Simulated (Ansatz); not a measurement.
**Converging shifted k-point meshes: ScAl (P4mm, 2 atoms in the cell)**

```
CELL_PARAMETERS angstrom
      3.38046     0.00000     0.00000
      0.00000     3.38046     0.00000
      0.00000     0.00000     3.38046
ATOMIC_POSITIONS crystal
  Sc 0.50000 0.50000 0.51479
  Al 0.00000 0.00000 0.00000
```

Method: PBEsol, default PAW files made with PBE (plane waves; Ansatz, a first-principles code).

Base settings: basis.ecutwfc = 420 eV; kpoints.mp_grid.grid = 10 10 10; hamiltonian.xc = pbesol; hamiltonian.pseudopotentials = {kind: paw} (the program's default PAW files); scf.occupations.method = fermi_dirac; scf.occupations.width = 0.1 eV.

In this ladder: kpoints.mp_grid.shift = 0.5 0.5 0.5.

Only quantities that move along the ladder and can be compared are tabulated.

The count of work is k-points × plane waves × bands × iterations; it is no time. Core times come from one kind of shared machine, to one figure; runs under 30 s give none.

The starting cell comes from a database of computed structures (which also holds hypothetical and non-ambient phases and stackings), without a prior relaxation at this level. Its lattice was rescaled by up to half a per cent. One atom was moved a little off its site on purpose. Ansatz's pressure includes its estimate of the finite-basis (Pulay) stress.

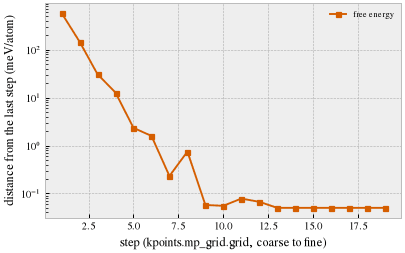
Fig. 1. Distance from the last step along the ladder; very small values are drawn at a floor.

```csv
kpoints.mp_grid.grid,free energy less the last step's (meV/atom),pressure (GPa),largest difference of a force vector from the last step's (eV/Å),count of work / last,core time / last (rough)
2 2 2,582.82,-2.99,0.002,0.00039,–
3 3 3,147.04,-1.31,0.008,0.0024,–
4 4 4,30.71,-2.62,0.014,0.0024,–
5 5 5,-12.73,-2.06,0.000,0.0071,–
6 6 6,-2.33,-2.24,0.002,0.0071,–
7 7 7,-1.59,-2.27,0.000,0.016,–
8 8 8,0.23,-2.34,0.000,0.018,–
9 9 9,0.75,-2.30,0.000,0.030,–
10 10 10,0.06,-2.24,0.000,0.030,–
11 11 11,0.06,-2.30,0.000,0.050,–
13 13 13,-0.08,-2.28,0.000,0.090,–
14 14 14,-0.07,-2.28,0.000,0.090,–
15 15 15,0.04,-2.28,0.000,0.13,–
17 17 17,0.01,-2.28,0.000,0.19,–
19 19 19,-0.02,-2.28,0.000,0.25,–
21 21 21,0.00,-2.28,0.000,0.33,–
23 23 23,0.00,-2.28,0.000,0.43,0.4
26 26 26,0.00,-2.28,0.000,0.54,0.5
29 29 29,0.00,-2.28,0.000,0.83,0.8
32 32 32,0.00,-2.28,0.000,1.0,1
```

Coarsest kpoints.mp_grid.grid that holds the free energy within 0.5 meV/atom of the last step, with all finer ones: 10 10 10, at 0.030 of the last step's count of work; the step before is off by 0.75 meV/atom.

Coarsest kpoints.mp_grid.grid that holds the pressure within 0.05 GPa of the last step, with all finer ones: 9 9 9, at 0.030 of the last step's count of work; the step before is off by 0.06 GPa.

Coarsest kpoints.mp_grid.grid that holds the forces within 0.01 eV/Å of the last step, with all finer ones: 5 5 5, at 0.0071 of the last step's count of work; the step before is off by 0.014 eV/Å.

Keys are those of Ansatz 0.2.
